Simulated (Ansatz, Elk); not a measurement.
**Bonding as seen by X-rays: YAlBMo**

The structure of YAlBMo used here is made up (a known structure type with other elements) and was relaxed beforehand with PBE. The aim is the Fourier transform of its all-electron density, F(hkl), set beside the sum over free spherical atoms that refinements use.

Main program and level: Elk 11.2.3 (patched build); DFT, PBE, all-electron APW+lo, Dirac cores, scalar-relativistic bands, static density, no spin.

The structure was built from a prototype and need not be the compound's stable phase.

## 1. Starting point

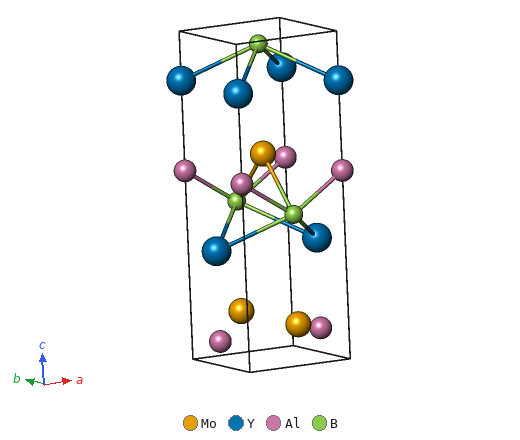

The cell as given, from a free direction (molybdenum orange, yttrium blue, aluminium pink, boron green). This picture shows the conventional cell, with its axes. Bonds to atoms that aren't drawn are left out. Some periodic images of atoms are drawn too.

As a file:

```cif
data_structure
_symmetry_space_group_name_H-M 'P 1'
_symmetry_Int_Tables_number 1
_cell_length_a 3.6311
_cell_length_b 5.4673
_cell_length_c 5.4673
_cell_angle_alpha 37.330
_cell_angle_beta 90.000
_cell_angle_gamma 90.000
_cell_volume 65.82
loop_
_atom_site_label
_atom_site_type_symbol
_atom_site_fract_x
_atom_site_fract_y
_atom_site_fract_z
_atom_site_occupancy
Mo1 Mo 0.50000 0.87401 0.87401 1
Y2 Y 0.00000 0.15080 0.15080 1
Al3 Al 0.00000 0.42588 0.42588 1
B4 B 0.50000 0.53912 0.53912 1
```

## 2. Ground state and structure factors

An all-electron density is needed, since X-rays see the cores too. Task 0 finds the density and task 195 Fourier-transforms it; tshift is off so that phases refer to the origin typed.

Input file elk.in:

```
tasks
  0
  195

xctype
  20

spinpol
  .false.

rgkmax
  7.0

gmaxvr
  14.0

lmaxo
  7

lmaxapw
  8

swidth
  0.002

tshift
  .false.

ramdisk
  .false.

hmaxvr
  5.5

maxscl
  120

epspot
  1e-06

sppath
  './'

avec
  6.86170945547 0.00000000000 0.00000000000
  0.00000000000 3.30656302125 9.78838573853
  0.00000000000 -3.30656302125 9.78838573853

atoms
  4
  'Mo.in'
  1
  0.5000000000 0.8740092904 0.8740092904   0.000000 0.000000 0.000000
  'Y.in'
  1
  0.0000000000 0.1507958732 0.1507958732   0.000000 0.000000 0.000000
  'Al.in'
  1
  0.0000000000 0.4258788167 0.4258788167   0.000000 0.000000 0.000000
  'B.in'
  1
  0.5000000000 0.5391160197 0.5391160197   0.000000 0.000000 0.000000

ngridk
  6 7 7
```

The run is started by

```
$ OMP_NUM_THREADS=4 elk
```

Numbers of over 12 decimals in the logs are rounded to 6 here.

Log:

```text
┌─────────────────────────┐
│ Elk code version 11.2.3 │
└─────────────────────────┘

All units are atomic (Hartree, Bohr, etc.)

┌─────────────────────────────────────────────────┐
│ Ground-state run starting from atomic densities │
└─────────────────────────────────────────────────┘

Lattice vectors :
   6.861709455       0.000000000       0.000000000
   0.000000000       3.306563021       9.788385739
   0.000000000      -3.306563021       9.788385739

Reciprocal lattice vectors :
  0.9156880436       0.000000000      -0.000000000
  -0.000000000      0.9501082040      0.3209510472
   0.000000000     -0.9501082040      0.3209510472

Unit cell volume      :    444.1710007
Brillouin zone volume :   0.5584565698

Muffin-tin inner radius fraction :   0.1000000000E-01

Nuclei treated as point charges

Species : 1 (Mo)
 parameters loaded from : Mo.in
 name : molybdenum
 nuclear charge    :   -42.00000000
 electronic charge :    42.00000000
 atomic mass :    174887.9214
 muffin-tin radius :    2.600000000
 number of radial points in muffin-tin :   1193
 inner part over the whole radius :   0.9897744308E-02
 number on inner part of muffin-tin    :    848
 approximate nuclear radius :   0.8334154960E-04
 number of mesh points to nuclear radius :    419
 atomic positions (lattice), magnetic fields (Cartesian) :
  1 :   0.50000000  0.87400929  0.87400929    0.00000000  0.00000000  0.00000000

Species : 2 (Y)
 parameters loaded from : Y.in
 name : yttrium
 nuclear charge    :   -39.00000000
 electronic charge :    39.00000000
 atomic mass :    162065.4503
 muffin-tin radius :    2.600000000
 number of radial points in muffin-tin :   1193
 inner part over the whole radius :   0.9871815862E-02
 number on inner part of muffin-tin    :    847
 approximate nuclear radius :   0.8135895711E-04
 number of mesh points to nuclear radius :    416
 atomic positions (lattice), magnetic fields (Cartesian) :
  1 :   0.00000000  0.15079587  0.15079587    0.00000000  0.00000000  0.00000000

Species : 3 (Al)
 parameters loaded from : Al.in
 name : aluminium
 nuclear charge    :   -13.00000000
 electronic charge :    13.00000000
 atomic mass :    49184.33496
 muffin-tin radius :    2.200000000
 number of radial points in muffin-tin :    793
 inner part over the whole radius :   0.9821194981E-02
 number on inner part of muffin-tin    :    552
 approximate nuclear radius :   0.5839653600E-04
 number of mesh points to nuclear radius :    244
 atomic positions (lattice), magnetic fields (Cartesian) :
  1 :   0.00000000  0.42587882  0.42587882    0.00000000  0.00000000  0.00000000

Species : 4 (B)
 parameters loaded from : B.in
 name : boron
 nuclear charge    :   -5.000000000
 electronic charge :    5.000000000
 atomic mass :    19707.24742
 muffin-tin radius :    1.800000000
 number of radial points in muffin-tin :    593
 inner part over the whole radius :   0.9957276294E-02
 number on inner part of muffin-tin    :    405
 approximate nuclear radius :   0.4534157419E-04
 number of mesh points to nuclear radius :    161
 atomic positions (lattice), magnetic fields (Cartesian) :
  1 :   0.50000000  0.53911602  0.53911602    0.00000000  0.00000000  0.00000000

Total number of atoms per unit cell :    4
Total muffin-tin volume :    216.2756159
 ratio of muffin-tin to unit cell volume :   0.4869197123

Spin treatment :
 spin-unpolarised

Number of Bravais lattice symmetries :    8
Number of crystal symmetries         :    4
Crystal has no inversion symmetry
Complex Hermitian eigensolver will be used

k-point grid :      6     7     7
k-point offset :    0.000000000       0.000000000       0.000000000
k-point set is reduced with full crystal symmetry group
Total number of k-points :      112

Muffin-tin radius times maximum |G+k| :    7.000000000
 using average radius
Maximum |G+k| for APW functions       :    3.043478261
Maximum (1/2)|G+k|²                   :    4.631379962
Maximum |G| for potential and density :    14.00000000
Constant for pseudocharge density :    9
[...]
total energy                :     -7703.9471021788

Density of states at Fermi energy :    43.21521905
 (states/Hartree/unit cell)

Estimated indirect band gap :   0.1191932696E-02
 from k-point 77 to k-point 2
Estimated direct band gap   :   0.7025376925E-02
 at k-point 2

Charges :
 core                        :    62.00000000
 valence                     :    37.00000000
 interstitial                :    6.635902306
 muffin-tins (core leakage)
  species : 1 (Mo)
   atom 1                    :    39.34640696     ( -0.4397868736E-09)
  species : 2 (Y)
   atom 1                    :    36.82135886     (  0.9043394638E-05)
  species : 3 (Al)
[...]
species : 4 (B)
[...]
total in muffin-tins        :    92.36409769
 total calculated charge     :    98.99877733
 total charge                :    99.00000000
 error                       :   0.1222666280E-02

RMS change in Kohn-Sham potential (target) :    2.221432388     (  0.1000000000E-05)
Absolute change in total energy (target)   :   0.3574948195     (  0.1000000000E-03)

[... loops 3 to 17 left out ...]

┌──────────────────┐
│ Loop number : 18 │
└──────────────────┘

Energies :
 Fermi                       :     0.303776
 sum of occupied eigenvalues :     -4547.7653583781
 electron kinetic            :      7959.1689203570
 core electron kinetic       :      7740.4279023522
 Coulomb                     :     -15405.780959362
 Coulomb potential           :     -12173.139385616
 nuclear-nuclear             :     -906.62733293826
 electron-nuclear            :     -16845.616243594
 Hartree                     :      2346.4626171696
 Madelung                    :     -9319.2112665542
 xc potential                :     -333.79489311911
 exchange                    :     -251.51600069333
 correlation                 :     -4.863878
 electron entropic           :    -0.45293674991968E-03
 total energy                :     -7702.9923703100

Density of states at Fermi energy :    31.04798953
 (states/Hartree/unit cell)

Estimated indirect band gap :   0.2004988414E-02
 from k-point 69 to k-point 2
Estimated direct band gap   :   0.1154653117E-01
 at k-point 65

Charges :
 core                        :    62.00000000
 valence                     :    37.00000000
 interstitial                :    6.264402672
 muffin-tins (core leakage)
  species : 1 (Mo)
[...]
species : 2 (Y)
[...]
species : 3 (Al)
[...]
species : 4 (B)
[...]
total in muffin-tins        :    92.73559733
 total calculated charge     :    98.99901463
 total charge                :    99.00000000
 error                       :   0.9853661149E-03

RMS change in Kohn-Sham potential (target) :   0.6910097876E-06 (  0.1000000000E-05)
Absolute change in total energy (target)   :   0.1406511365E-04 (  0.1000000000E-03)

Convergence targets achieved

┌──────────────────┐
│ Loop number : 19 │
└──────────────────┘

Energies :
 Fermi                       :     0.303776
 sum of occupied eigenvalues :     -4547.7653596366
 electron kinetic            :      7959.1689150945
 core electron kinetic       :      7740.4278973935
 Coulomb                     :     -15405.780953408
 Coulomb potential           :     -12173.139391430
 nuclear-nuclear             :     -906.62733293826
 electron-nuclear            :     -16845.616225571
 Hartree                     :      2346.4626051013
 Madelung                    :     -9319.2112576927
 xc potential                :     -333.79488330105
 exchange                    :     -251.51600035790
 correlation                 :     -4.863878
 electron entropic           :    -0.45293661887329E-03
 total energy                :     -7702.9923692753

Density of states at Fermi energy :    31.04798369
 (states/Hartree/unit cell)

Estimated indirect band gap :   0.2004977002E-02
 from k-point 45 to k-point 2
Estimated direct band gap   :   0.1154654202E-01
 at k-point 65

Charges :
 core                        :    62.00000000
 valence                     :    37.00000000
 interstitial                :    6.264403097
 muffin-tins (core leakage)
  species : 1 (Mo)
[...]
species : 2 (Y)
   atom 1                    :    36.86971022     (  0.8733361188E-05)
  species : 3 (Al)
   atom 1                    :    11.53258787     (  0.4974585695E-03)
  species : 4 (B)
   atom 1                    :    3.843933861     (  0.6731283921E-04)
 total in muffin-tins        :    92.73559690
 total calculated charge     :    98.99901463
 total charge                :    99.00000000
 error                       :   0.9853662665E-03

┌──────────────────────────────┐
│ Self-consistent loop stopped │
└──────────────────────────────┘

Warning : core states of species 3 leak from the muffin-tin :   0.4974585695E-03

Wrote STATE.OUT
```

The job ended after 52 s (4 threads of Arm Neoverse V2, shared host; peak memory 0.18 GiB; 3.1 min of CPU time).

SFACRHO.OUT:

```text

h k l indices transformed by vhmat matrix:
   1.000000000       0.000000000       0.000000000    
   0.000000000       1.000000000       0.000000000    
   0.000000000       0.000000000       1.000000000    

      h      k      l  multipl.   |H|            Re(F)            Im(F)           |F|

      0      0      0      1   0.0000000       98.999999      0.13928863E-15   98.999999    
      0     -1     -1      1  0.64190209      -1.1584323       12.240222       12.294917    
      0      1      1      1  0.64190209      -1.1584323      -12.240222       12.294917    
     -1      0      0      2  0.91568804       3.8375110     -0.49582234E-14   3.8375110    
      0     -1      0      2   1.0028535       31.807105      -4.9875942       32.195776    
      0      0      1      2   1.0028535       31.807105       4.9875942       32.195776    
     -1     -1     -1      2   1.1182678      -6.9085421      -55.660975       56.088075    
     -1      1      1      2   1.1182678      -6.9085421       55.660975       56.088075    
      0     -2     -2      1   1.2838042      -58.971735       24.204322       63.745704    
      0      2      2      1   1.2838042      -58.971735      -24.204322       63.745704    
      0      1      2      2   1.3526980      -56.215052      -6.7572946       56.619724    
      0     -1     -2      2   1.3526980      -56.215052       6.7572946       56.619724    
     -1      1      0      4   1.3580132      -10.595525       52.682864       53.737782    
     -1     -1      0      4   1.3580132      -10.595525      -52.682864       53.737782    
     -1      2      2      2   1.5769077       4.1098392      -28.478685       28.773708    
     -1     -2     -2      2   1.5769077       4.1098392       28.478685       28.773708    
      1      1      2      4   1.6334860      -5.0807857       39.637222       39.961528    
      1     -1     -2      4   1.6334860      -5.0807857      -39.637222       39.961528
```

Elk indexes on the primitive cell of elk.in and gives |H| = 4π sin θ/λ in inverse bohr. Below, one row stands for each form hkl of the conventional cell (m members, Friedel mates merged), F is for one primitive cell and the density is static (no thermal factor). Free-atom factors are Waasmaier and Kirfel's, and R is Σm||F|−|F'||/Σm|F|.

```csv
hkl,m,sin θ/λ (Å⁻¹),"abs F, DFT",neutral atoms,diff.,abs of complex diff.
002,2,0.097,12.295,12.393,-0.098,0.277
100,2,0.138,3.837,3.728,+0.109,0.109
011,4,0.151,32.196,32.546,-0.350,0.386
102,4,0.168,56.088,56.419,-0.331,0.420
004,2,0.193,63.746,64.160,-0.414,0.419
013,4,0.203,56.620,56.854,-0.234,0.240
111,8,0.204,53.738,54.032,-0.294,0.408
104,4,0.237,28.774,28.878,-0.104,0.255
113,8,0.246,39.962,40.131,-0.170,0.241
200,2,0.275,66.833,67.226,-0.393,0.393
015,4,0.280,14.628,14.634,-0.006,0.047
020,2,0.286,65.930,66.167,-0.238,0.238
006,2,0.290,20.723,20.602,+0.121,0.210
202,4,0.292,8.989,9.111,-0.122,0.220
022,4,0.302,8.844,8.976,-0.132,0.183
115,8,0.312,46.767,46.620,+0.148,0.163
211,8,0.314,26.416,26.293,+0.123,0.124
120,4,0.317,3.995,3.923,+0.072,0.072
106,4,0.321,48.238,48.227,+0.011,0.036
122,8,0.332,44.560,44.442,+0.118,0.129
204,4,0.336,52.206,52.109,+0.098,0.099
213,8,0.342,46.019,45.931,+0.088,0.090
```

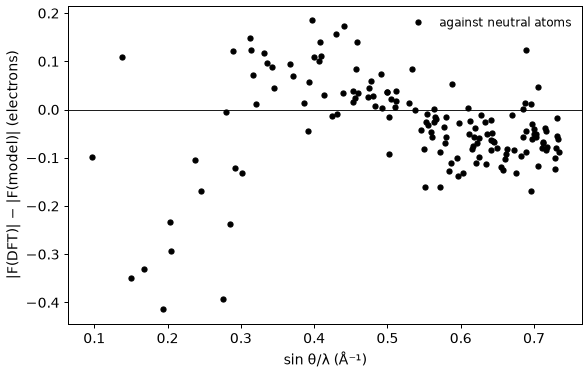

Difference between the calculated structure factors and the independent-atom ones.

## 3. The highest occupied states alone

An energy window below the Fermi level keeps the highest occupied states, to see at which angles they scatter; shallow core shells can lie inside it and anion s states outside. No new self-consistency is needed.

Changes to elk.in since step 2:

```diff
@@ -1,3 +1,2 @@
 tasks
-  0
   195
@@ -40,2 +39,5 @@
 
+wsfac
+  -0.247460 0.603780
+
 sppath
```

The run is started by

```
$ OMP_NUM_THREADS=4 elk
```

Log:

```text
┌─────────────────────────────────┐
│ Elk code version 11.2.3 started │
└─────────────────────────────────┘

Info(readinput): the functional depends on the density's gradient
 muffin-tin radial points multiplied by    2.00000
 (not where nrmtscf is given)

┌────────────────────┐
│ Current task : 195 │
└────────────────────┘

Info(sfacrho): density structure factors written to SFACRHO.OUT

 Energy window :  -0.2474600000      0.6037800000

┌──────────────────┐
│ Elk code stopped │
└──────────────────┘
```

It took 8 s on 4 threads; peak memory 0.18 GiB.

States within 15 eV below the Fermi level hold 15.00 electrons; any levels below the window count with the cores. Their amplitudes can exceed the total, where window and core parts have opposite phase:

```csv
hkl,sin θ/λ (Å⁻¹),"abs F, window","abs F, all"
002,0.097,4.120,12.295
100,0.138,2.964,3.837
011,0.151,1.466,32.196
102,0.168,1.417,56.088
004,0.193,1.128,63.746
013,0.203,1.972,56.620
111,0.204,1.109,53.738
104,0.237,0.558,28.774
113,0.246,0.988,39.962
200,0.275,0.455,66.833
```

## 4. Another try

In this try the input is made faulty on purpose, to show what that does.

The input is changed as shown.

Changes to elk.in since step 3:

```diff
@@ -1,2 +1,3 @@
 tasks
+  0
   195
@@ -34,3 +35,3 @@
 maxscl
-  120
+  40
 
@@ -39,7 +40,7 @@
 
-wsfac
-  -0.247460 0.603780
-
 sppath
   './'
+
+scale
+  0.52917721
```

The run is started by

```
$ OMP_NUM_THREADS=4 elk
```

Log:

```text
┌─────────────────────────┐
│ Elk code version 11.2.3 │
└─────────────────────────┘

All units are atomic (Hartree, Bohr, etc.)

┌─────────────────────────────────────────────────┐
│ Ground-state run starting from atomic densities │
└─────────────────────────────────────────────────┘

Lattice vectors :
   3.631060265       0.000000000       0.000000000
   0.000000000       1.749757794       5.179790656
   0.000000000      -1.749757794       5.179790656

Reciprocal lattice vectors :
   1.730399621       0.000000000      -0.000000000
[...]
Warning : the lowest level lies among the core levels :   -4.682669972       1.145464830

Warning : core states of species 1 leak from the muffin-tin :   0.2788086171

Warning : core states of species 2 leak from the muffin-tin :    5.416431942

Warning : core states of species 3 leak from the muffin-tin :   0.2861160769

Warning : core states of species 4 leak from the muffin-tin :   0.9503152734E-02

Warning : the occupied levels lie far from the species files' linearisation energy :    1.108854042

Warning : more electrons lie deep than the shells out of the core hold :   23.6667       22.0000

Wrote STATE.OUT
[key lines of the parts left out:]
total energy                :     -7772.1966790436
```

Elapsed: 1.7 min, on 4 threads; peak memory 0.18 GiB.

No converged result was reached; the numbers in the log don't describe the system.

The fault put into the input: lattice vectors in angstrom read as bohr.

[end of part 1 of 2]

[Logs are printed without paths, hosts, clocks, repeated set-up lines and the standing remarks that a program may print on its own settings, such as how far it seeks lower states.]

[Hosts, paths, dates, database ids (printed as entryN), source tags and the programs' standing remarks are cut or masked in the printed files.]
